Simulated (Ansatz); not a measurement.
The structure below was relaxed with PBEsol in Ansatz (plane waves to 420 eV, PAW, without spin-orbit coupling).

```
LiTaTe3
1.0
    3.51632     2.03015     6.07439
   -3.51632     2.03015     6.07439
    0.00000    -4.06030     6.07439
Li Ta Te
2 2 6
Cartesian
  0.00000   0.00000  12.40574
  0.00000   0.00000   3.29416
  0.00000   0.00000   0.20657
  0.00000   0.00000   9.31815
 -1.05780   2.08150  10.67639
  2.33153  -0.12467  10.67639
 -1.27373  -1.95684  10.67639
  1.18479   1.90549   7.63919
  1.05780  -1.97880   7.63919
 -2.24259   0.07332   7.63919
```

Find the space group and the Wyckoff positions.

Space group R3c, hexagonal axes (No. 161); a = 7.033 Å, b = 7.033 Å, c = 18.223 Å, α = 90.00°, β = 90.00°, γ = 120.00°

```json
[
 {"atom": "Li", "site": "6a", "symmetry": "3.", "x": "0.0000", "y": "0.0000", "z": "0.3192"},
 {"atom": "Ta", "site": "6a", "symmetry": "3.", "x": "0.0000", "y": "0.0000", "z": "0.4887"},
 {"atom": "Te", "site": "18b", "symmetry": "1", "x": "0.0120", "y": "0.3249", "z": "0.0808"}
]
```

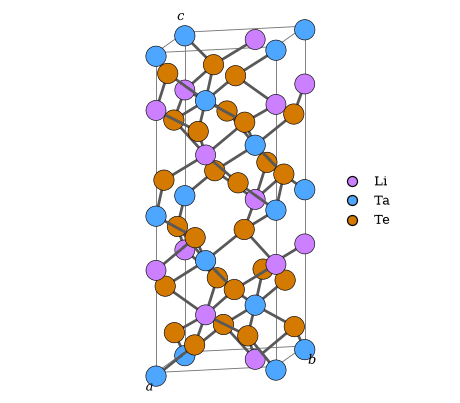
*The conventional cell*

No phonon test of stability was made. The final runs are not spin-polarised. The cell was made from LiTaO3 by this change: O → Te; the result is a hypothetical phase, not in the database extracts checked.

Ansatz is a first-principles code.
